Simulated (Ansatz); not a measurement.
**Geometry relaxation of ZrH₃SOF₃**

ZrH₃SOF₃, computed with RHF/def2-SVP (Ansatz 0.2.0).

The input holds or restrains some coordinates. It belongs to a series of runs on one base structure; here: pulled along the bonds that form and break, towards end A. Figures and captions count atoms from 1; the log counts them from 0 in places.

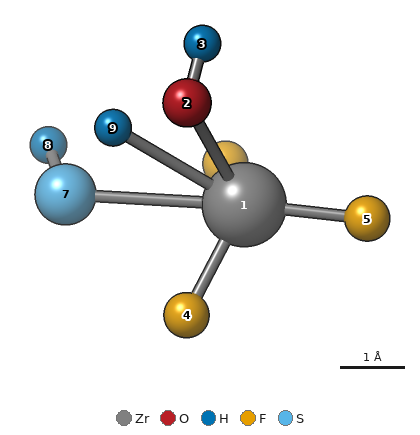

Figure 1. The input geometry (ball-and-stick view, seen at a tilt; atoms are numbered from 1 in the order of the input). Sticks mark near contacts.

## Input file
```yaml
crystal:
  periodic: [false, false, false]
  atoms:
    - { symbol: Zr, position_ang: [0.0, 0.0, 0.0] }
    - { symbol: O, position_ang: [0.0, 0.0, 2.42] }
    - { symbol: H, position_ang: [-0.9095, -0.2814, 2.7571] }
    - { symbol: F, position_ang: [1.8671, 0.0, -0.6593] }
    - { symbol: F, position_ang: [-0.9326, 1.6157, -0.6593] }
    - { symbol: F, position_ang: [-0.9326, -1.6157, -0.6593] }
    - { symbol: S, position_ang: [1.4875, -2.2588, 0.8987] }
    - { symbol: H, position_ang: [0.7024, -3.4121, 0.7815] }
    - { symbol: H, position_ang: [0.7562, -1.1483, 2.1622] }
basis:
  gaussian: { orbitals: def2-SVP }
hamiltonian:
  xc: hf
relax:
  f_tol: 0.15
  max_steps: 25
  restrain:
    - { distance: [0, 6], at: 3.75, k: 30.0 }
    - { distance: [8, 1], at: 2.21, k: 30.0 }
    - { distance: [0, 1], at: 2.07, k: 30.0 }
    - { distance: [8, 6], at: 1.4, k: 30.0 }
output:
  orbitals: {}
```

Run on 2 threads of Arm Neoverse V1, 24 GiB of memory available, shared host.

Launched with:
```bash
ansatz run input.yaml --threads 2 --pin off --max-ram 3072MiB --backend cpu --events-out ev --progress --plain --runs-dir out
```

## What the program printed
```
The last accepted step is kept in [file] (removed where the run ends without a failure and the disk answers)
Engine: ansatz 0.2.0, aarch64-unknown-linux-gnu
Functional definition: HF
  exchange = exact_x
  correlation = 0
1245 factors; integrals over basis functions are off by at most 3.1e-4 eV
mean field evaluation 1: about -22271.4916 eV, gradient 6.3e1 eV
mean field evaluation 2: about -22271.6159 eV, gradient 6.3e1 eV
mean field evaluation 4: about -22279.4890 eV, gradient 3.0e0 eV
mean field evaluation 8: about -22279.5622 eV, gradient 1.7e-1 eV
mean field -22279.56232057 eV, -818.7588136512 hartree, gradient 2.5e-5 eV, S^2 0.000000; 0 other end points of the search recorded, 0 dependent functions left out
the calculation of the forces begins
reference -22279.56232057 eV, -818.7588136512 hartree; 33, 33 occupied and 87, 87 virtual orbitals, 1245 factors
relax step   1: F+E_penalty+E_count = -22279.56232057 eV  Δ(F+E_penalty+E_count) = +0.000e0 eV  max|allowed force component| = 2.689e0 eV/Å  E_restraint = 26.68450891 eV  max|allowed force component, restraints' pulls added| = 2.777e1 eV/Å  Δτ_max = 0.0000 Å  (41 SCF iters, accepted)
  distance Zr 0 - S 6 = 2.8500 Å
  distance H 8 - O 1 = 1.3989 Å
  distance Zr 0 - O 1 = 2.4200 Å
  distance H 8 - S 6 = 1.8342 Å
these checks for a lower state are left out or cut short: starts, cluster_reference, orbital_swaps, neighbouring_geometries, increment
1245 factors; integrals over basis functions are off by at most 3.8e-4 eV
mean field evaluation 16: about -22279.7531 eV, gradient 1.1e0 eV
mean field -22280.00170989 eV, -818.7749609110 hartree, gradient 1.5e-5 eV, S^2 0.000000; 0 other end points of the search recorded, 0 dependent functions left out
[... from here on the field's lines of each further geometry are left out, up to the last ...]
relax step   2: F+E_penalty+E_count = -22280.00170989 eV  Δ(F+E_penalty+E_count) = -4.394e-1 eV  max|allowed force component| = 4.287e0 eV/Å  E_restraint = 11.89603790 eV  max|allowed force component, restraints' pulls added| = 2.058e1 eV/Å  Δτ_max = 0.1949 Å  (45 SCF iters, accepted)
relax step   3: F+E_penalty+E_count = -22280.85226629 eV  Δ(F+E_penalty+E_count) = -8.506e-1 eV  max|allowed force component| = 5.372e0 eV/Å  E_restraint = 4.06112061 eV  max|allowed force component, restraints' pulls added| = 1.025e1 eV/Å  Δτ_max = 0.1948 Å  (38 SCF iters, accepted)
relax step   4: F+E_penalty+E_count = -22281.97669848 eV  Δ(F+E_penalty+E_count) = -1.124e0 eV  max|allowed force component| = 3.861e0 eV/Å  E_restraint = 0.63507197 eV  max|allowed force component, restraints' pulls added| = 4.203e0 eV/Å  Δτ_max = 0.1949 Å  (37 SCF iters, accepted)
relax step   5: F+E_penalty+E_count = -22282.58603274 eV  Δ(F+E_penalty+E_count) = -6.093e-1 eV  max|allowed force component| = 1.764e0 eV/Å  E_restraint = 0.06571061 eV  max|allowed force component, restraints' pulls added| = 9.823e-1 eV/Å  Δτ_max = 0.1971 Å  (37 SCF iters, accepted)
relax step   6: F+E_penalty+E_count = -22282.66593568 eV  Δ(F+E_penalty+E_count) = -7.990e-2 eV  max|allowed force component| = 1.784e0 eV/Å  E_restraint = 0.06270118 eV  max|allowed force component, restraints' pulls added| = 9.368e-1 eV/Å  Δτ_max = 0.1832 Å  (38 SCF iters, accepted)
relax step   7: F+E_penalty+E_count = -22282.71212701 eV  Δ(F+E_penalty+E_count) = -4.619e-2 eV  max|allowed force component| = 1.661e0 eV/Å  E_restraint = 0.04935165 eV  max|allowed force component, restraints' pulls added| = 8.271e-1 eV/Å  Δτ_max = 0.1345 Å  (37 SCF iters, accepted)
relax step   8: F+E_penalty+E_count = -22282.76789198 eV  Δ(F+E_penalty+E_count) = -5.576e-2 eV  max|allowed force component| = 2.009e0 eV/Å  E_restraint = 0.05251710 eV  max|allowed force component, restraints' pulls added| = 3.798e-1 eV/Å  Δτ_max = 0.2000 Å  (37 SCF iters, accepted)
relax step   9: F+E_penalty+E_count = -22282.80279850 eV  Δ(F+E_penalty+E_count) = -3.491e-2 eV  max|allowed force component| = 1.707e0 eV/Å  E_restraint = 0.05996455 eV  max|allowed force component, restraints' pulls added| = 3.963e-1 eV/Å  Δτ_max = 0.2000 Å  (37 SCF iters, accepted)
relax step  10: F+E_penalty+E_count = -22282.82473325 eV  Δ(F+E_penalty+E_count) = -2.193e-2 eV  max|allowed force component| = 1.755e0 eV/Å  E_restraint = 0.06209145 eV  max|allowed force component, restraints' pulls added| = 1.599e-1 eV/Å  Δτ_max = 0.2000 Å  (37 SCF iters, accepted)
the calculation of the forces begins
reference -22282.82469927 eV, -818.8787038572 hartree; 33, 33 occupied and 87, 87 virtual orbitals, 1245 factors
relax step  11: F+E_penalty+E_count = -22282.82469927 eV  Δ(F+E_penalty+E_count) = +3.398e-5 eV  max|allowed force component| = 1.751e0 eV/Å  E_restraint = 0.06145123 eV  max|allowed force component, restraints' pulls added| = 9.469e-2 eV/Å  Δτ_max = 0.0879 Å  (36 SCF iters, accepted)
```

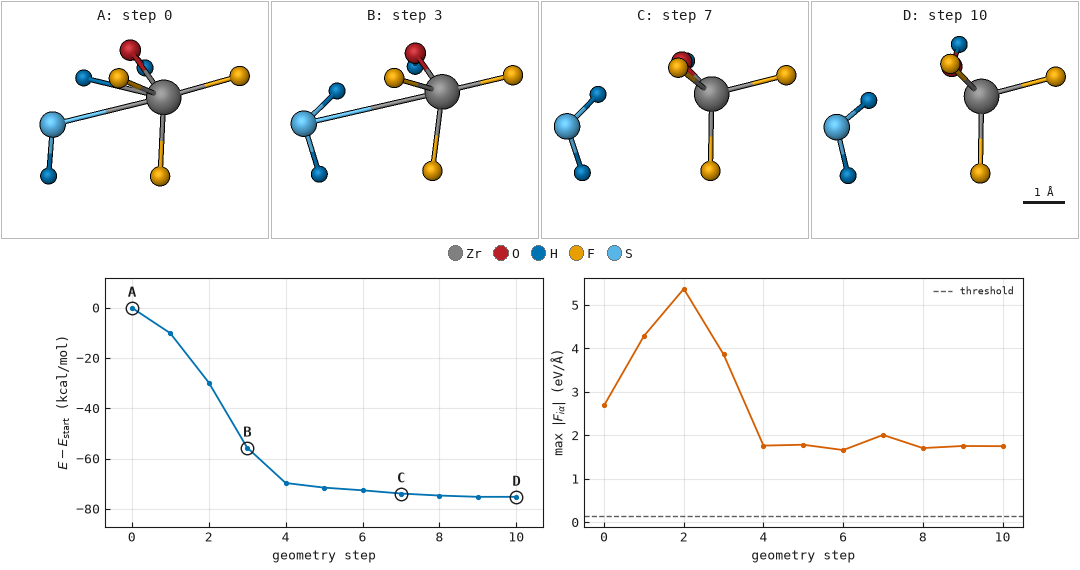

Figure 2. Frames of the restrained relaxation (ball-and-stick view, seen at a tilt) above the curves, on which the letters mark them (the first geometry is step 0 here and step 1 in the log).

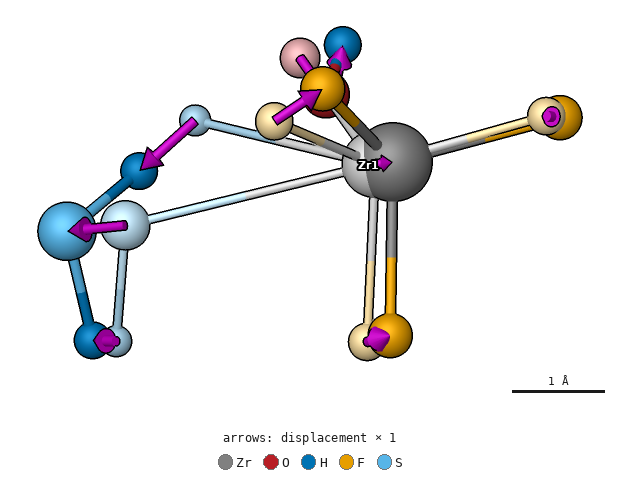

Figure 3. Start (faint) and end (solid) with the displacements as pink arrows, at true length (ball-and-stick view, seen at a tilt). The two geometries are laid on each other by the best rigid fit. H9 moves most after the best rigid fit: 0.84 Å. Largest moves by element: H 0.84 Å, S 0.76 Å, F 0.64 Å, O 0.56 Å, Zr 0.20 Å. Among the contacts that change: Zr1–S7 2.850 → 3.744 Å, Zr1–H9 2.562 → 3.265 Å, S7–H9 1.834 → 1.370 Å, Zr1–O2 2.420 → 2.014 Å. New bonds form: S7–H9 (1.83 → 1.37 Å). Bonds break: Zr1–S7 (2.85 → 3.74 Å). Among the angles that change: Zr1–O2–H3 109.5° → 145.0°, F4–Zr1–F5 109.5° → 105.0°, F4–Zr1–F6 109.5° → 113.4°. Over 10 geometry steps the energy falls by 75.2 kcal/mol. The largest force component goes from 2.7 to 1.8 eV/Å. (Atoms are counted from 1 in the order of the input.)

```
  distance Zr 0 - S 6 = 3.7445 Å
  distance H 8 - O 1 = 2.2177 Å
  distance Zr 0 - O 1 = 2.0141 Å
  distance H 8 - S 6 = 1.3704 Å
1245 factors; integrals over basis functions are off by at most 6.9e-4 eV
mean field -22282.82469927 eV, -818.8787038572 hartree, gradient 1.3e-5 eV, S^2 0.000000; 1 other end points of the search recorded, 0 dependent functions left out
the calculation of the forces begins
reference -22282.82469927 eV, -818.8787038572 hartree; 33, 33 occupied and 87, 87 virtual orbitals, 1245 factors
Total energy: -22282.82469927 eV, -818.8787038572 hartree
Atom 0 at    -0.113907     0.144686    -0.082472 Å, force     0.034274    -0.270501     1.750588 eV/Å
Atom 1 at    -0.220345    -0.088051     1.915269 Å, force    -0.045334     0.361871    -1.713844 eV/Å
Atom 2 at    -0.537837     0.286149     2.720799 Å, force     0.002861     0.001208     0.003928 eV/Å
Atom 3 at     1.630566     0.616113    -0.683946 Å, force    -0.008830    -0.023350    -0.001145 eV/Å
Atom 4 at    -1.200992     1.642983    -0.509239 Å, force    -0.015078    -0.003956    -0.001413 eV/Å
Atom 5 at    -0.869309    -1.328254    -1.029077 Å, force     0.001133    -0.016068     0.005137 eV/Å
Atom 6 at     1.710117    -2.772546     1.395249 Å, force    -0.662533     0.647914     0.445439 eV/Å
Atom 7 at     0.720789    -3.629452     1.137362 Å, force     0.020364    -0.077101    -0.057353 eV/Å
Atom 8 at     0.919418    -1.972228     2.177655 Å, force     0.673144    -0.620018    -0.431335 eV/Å
Dipole moment:    -0.271095    -0.067540     0.564538 e Å
```

## Trajectory as extended XYZ (Å, eV, eV/Å), 11 frames, from step=1 to step=11
```
9
Properties=species:S:1:pos:R:3:forces:R:3 step=1 energy=-22279.56232
Zr    0.0000    0.0000    0.0000    1.7614  -2.2932   0.1504
O     0.0000    0.0000    2.4200   -1.7458  -2.3357  -2.4090
H    -0.9095   -0.2814    2.7571    2.6893   0.7816  -0.6154
F     1.8671    0.0000   -0.6593   -2.4692   1.4151   0.2923
F    -0.9326    1.6157   -0.6593    0.8705  -1.6171   0.7563
F    -0.9326   -1.6157   -0.6593    0.1026   2.5416   0.3708
S     1.4875   -2.2588    0.8987   -1.0828  -0.2008   1.5502
H     0.7024   -3.4121    0.7815    0.4855   1.6123   0.5110
H     0.7562   -1.1483    2.1622   -0.6114   0.0961  -0.6066
9
Properties=species:S:1:pos:R:3:forces:R:3 step=2 energy=-22280.00171
Zr   -0.0686    0.1068    0.0183    3.0340  -4.2868   1.6185
O    -0.0730    0.0823    2.3334   -2.0038  -0.9267  -2.7302
H    -0.8966   -0.2757    2.7559    1.8594   0.9523  -0.7620
F     1.8314    0.0167   -0.6524   -2.9334   1.2739   0.6052
F    -0.9357    1.6197   -0.6594   -0.2822   0.3802  -0.1502
F    -0.9294   -1.5807   -0.6525    0.4108   2.7648   0.6970
S     1.5602   -2.3648    1.0314   -1.0972   1.3107   1.8268
H     0.7002   -3.4071    0.7872    0.1059   1.0968   0.7391
H     0.8500   -1.2978    2.0796    0.9065  -2.5650  -1.8442
9
Properties=species:S:1:pos:R:3:forces:R:3 step=3 energy=-22280.85227
Zr   -0.1124    0.1746    0.0454    3.6259  -5.3715   2.2123
O    -0.1526    0.1679    2.2527   -1.6711  -0.6490  -2.7694
H    -0.8838   -0.2641    2.7464    1.3837   0.9612  -0.7970
F     1.7946    0.0307   -0.6432   -2.9627   1.1643   0.7928
F    -0.9454    1.6352   -0.6663   -1.0411   1.7111  -0.8017
F    -0.9226   -1.5474   -0.6417    0.4819   2.7169   0.8615
S     1.6153   -2.4423    1.1238   -0.6248   1.1628   1.3604
H     0.6983   -3.3970    0.7977   -0.0321   0.9366   0.7334
H     0.9471   -1.4583    2.0268    0.8403  -2.6324  -1.5921
9
Properties=species:S:1:pos:R:3:forces:R:3 step=4 energy=-22281.97670
Zr   -0.1402    0.2154    0.0602    2.6632  -3.8608   1.5249
O    -0.2155    0.1986    2.1339   -1.3011  -0.5883  -1.7590
H    -0.8586   -0.2381    2.7215    1.0847   0.8468  -0.7838
F     1.7176    0.0675   -0.6200   -2.0399   0.8574   0.6425
F    -0.9744    1.6825   -0.6884   -0.8195   1.3222  -0.5997
F    -0.9151   -1.4766   -0.6161    0.2567   1.8442   0.6585
S     1.7140   -2.5685    1.2349   -0.7927   0.4688   0.6578
H     0.6916   -3.3728    0.8212    0.3334   0.7638   0.5336
H     1.0191   -1.6086    1.9945    0.6151  -1.6542  -0.8748
9
Properties=species:S:1:pos:R:3:forces:R:3 step=5 energy=-22282.58603
Zr   -0.1256    0.1974    0.0100    0.3293  -0.5412   1.7639
O    -0.2122    0.1312    2.0237   -0.9995  -0.3421  -0.9125
H    -0.8312   -0.2009    2.6887    0.8854   0.5817  -0.7603
F     1.6603    0.1874   -0.6230    0.0827   0.3005  -0.0833
F    -1.0097    1.7226   -0.6893   -0.1818   0.1995  -0.0743
F    -0.9692   -1.3927   -0.6093   -0.2036   0.0577  -0.0865
S     1.7869   -2.6931    1.3690   -1.3524   0.4434   0.2367
H     0.6937   -3.3378    0.8622    0.6722   0.3853   0.3689
H     1.0456   -1.7147    2.0097    0.7678  -1.0849  -0.4527
9
Properties=species:S:1:pos:R:3:forces:R:3 step=6 energy=-22282.66594
Zr   -0.1154    0.2060   -0.0411    0.3057  -0.4572   1.7843
O    -0.1646    0.0933    1.9694   -0.7899  -0.1865  -1.0659
H    -0.7253   -0.2596    2.6649    0.5722   0.5304  -0.5992
F     1.6584    0.3189   -0.7077    0.0272   0.1942  -0.0549
F    -1.0718    1.7271   -0.6605   -0.1034   0.0764  -0.0223
F    -0.9562   -1.3675   -0.7107   -0.1253   0.0664  -0.0650
S     1.7438   -2.6937    1.4172   -1.1260   0.4908   0.3767
H     0.6477   -3.3344    0.9355    0.4900   0.2730   0.2860
H     1.0218   -1.7908    2.1747    0.7496  -0.9874  -0.6397
9
Properties=species:S:1:pos:R:3:forces:R:3 step=7 energy=-22282.71213
Zr   -0.0877    0.1862   -0.0625    0.0240   0.0640   1.6612
O    -0.1356    0.0427    1.9486   -0.9144  -0.0668  -0.9336
H    -0.7339   -0.1735    2.6731    0.7528   0.4169  -0.8271
F     1.6650    0.4408   -0.7642   -0.0900   0.0368   0.0449
F    -1.1102    1.7101   -0.6107    0.1649  -0.3169   0.1267
F    -0.9583   -1.3408   -0.7974   -0.0235   0.0220  -0.0418
S     1.7355   -2.7310    1.4275   -0.9403   0.7192   0.5127
H     0.6402   -3.3969    1.0170    0.2486   0.1032   0.1323
H     1.0234   -1.8381    2.2102    0.7778  -0.9784  -0.6753
9
Properties=species:S:1:pos:R:3:forces:R:3 step=8 energy=-22282.76789
Zr   -0.0793    0.1981   -0.0709   -0.1046  -0.1977   1.6973
O    -0.1492    0.0030    1.9349    0.0474   0.3071  -2.0094
H    -0.7361   -0.0958    2.6615   -0.1281   0.0898   0.2637
F     1.6641    0.5215   -0.7639    0.0058   0.0163   0.0432
F    -1.1349    1.7066   -0.5723    0.0980  -0.1665   0.0766
F    -0.9373   -1.3054   -0.8668   -0.0034   0.0438  -0.0446
S     1.7207   -2.7541    1.3768   -0.7320   0.6650   0.5043
H     0.6404   -3.5238    1.1716    0.1701   0.1008   0.0290
H     1.0500   -1.8507    2.1707    0.6467  -0.8586  -0.5600
9
Properties=species:S:1:pos:R:3:forces:R:3 step=9 energy=-22282.80280
Zr   -0.1044    0.1823   -0.0903    0.0388  -0.2714   1.7071
O    -0.1656   -0.0364    1.9109   -0.4466   0.3246  -1.3170
H    -0.7064    0.0562    2.6885    0.3325   0.0246  -0.3963
F     1.6527    0.5478   -0.7281   -0.0151  -0.0152   0.0072
F    -1.1429    1.7146   -0.5225    0.0026  -0.0172   0.0191
F    -0.9683   -1.2513   -1.0045    0.0224   0.0108   0.0173
S     1.7189   -2.7552    1.3511   -0.6023   0.5825   0.4630
H     0.7367   -3.6630    1.2781    0.0800   0.1068  -0.0055
H     1.0178   -1.8957    2.1584    0.5878  -0.7456  -0.4949
9
Properties=species:S:1:pos:R:3:forces:R:3 step=10 energy=-22282.82473
Zr   -0.1121    0.1664   -0.0894   -0.1354  -0.4954   1.7550
O    -0.2284   -0.0966    1.9030   -0.0155   0.4256  -1.7134
H    -0.5846    0.2118    2.7195   -0.0049   0.0230   0.0075
F     1.6460    0.5725   -0.6927    0.0484   0.0356  -0.0206
F    -1.1846    1.6744   -0.5195    0.0162   0.0356   0.0066
F    -0.9127   -1.2881   -1.0298    0.0456   0.0387   0.0170
S     1.7120   -2.7584    1.3752   -0.5289   0.6285   0.4483
H     0.7304   -3.6447    1.1871   -0.0011   0.0329   0.0104
H     0.9726   -1.9380    2.1881    0.5755  -0.7245  -0.5107
9
Properties=species:S:1:pos:R:3:forces:R:3 step=11 energy=-22282.82470
Zr   -0.1139    0.1447   -0.0825    0.0343  -0.2705   1.7506
O    -0.2203   -0.0881    1.9153   -0.0453   0.3619  -1.7138
H    -0.5378    0.2861    2.7208    0.0029   0.0012   0.0039
F     1.6306    0.6161   -0.6839   -0.0088  -0.0233  -0.0011
F    -1.2010    1.6430   -0.5092   -0.0151  -0.0040  -0.0014
F    -0.8693   -1.3283   -1.0291    0.0011  -0.0161   0.0051
S     1.7101   -2.7725    1.3952   -0.6625   0.6479   0.4454
H     0.7208   -3.6295    1.1374    0.0204  -0.0771  -0.0574
H     0.9194   -1.9722    2.1777    0.6731  -0.6200  -0.4313
```

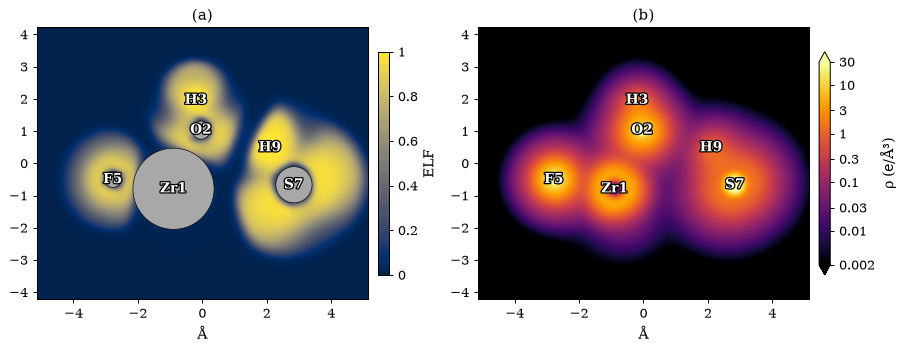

Figure 4. (a) electron localisation function; (b) total electron density on the plane of atoms O2, Zr1 and F5. Grey discs, where drawn, cover atomic cores. Zr1···S7 (3.74 Å): ρ is about 0.04 e/Å³ halfway, with its minimum of 0.03 e/Å³ about 1.6 Å from Zr; the ELF is only about 0 between them (a non-bonded, intermolecular contact). Zr–F (1.90 Å): ρ is about 0.9 e/Å³ halfway; the ELF peaks at about 0.85 in the valence shell of F, 0.5 Å from its nucleus, and drops to about 0.20 between the two atoms. Zr–O (2.01 Å): ρ at the midpoint is about 0.7 e/Å³; the ELF peaks at about 0.85 in the valence shell of O, 0.6 Å from its nucleus, and drops to about 0.15 between the two atoms.

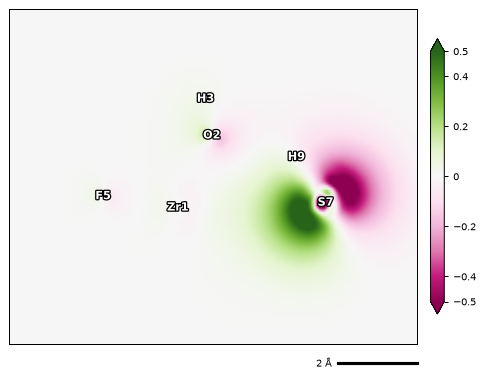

Figure 5. The HOMO on the plane of atoms O2, Zr1 and F5 (values in Å⁻³ᐟ²; the overall sign is arbitrary). Its energy is −10.75 eV.

## Summary

- outcome: converged under the restraints of the input
- total energy: −22282.8247 eV
- mean-field energy: −22282.8247 eV
- largest force (length of the vector) at the end, held atoms and coordinates included: 1.772 eV/Å
- wall time: 28 s (CPU time 53 s)
- peak memory: 0.27 GiB
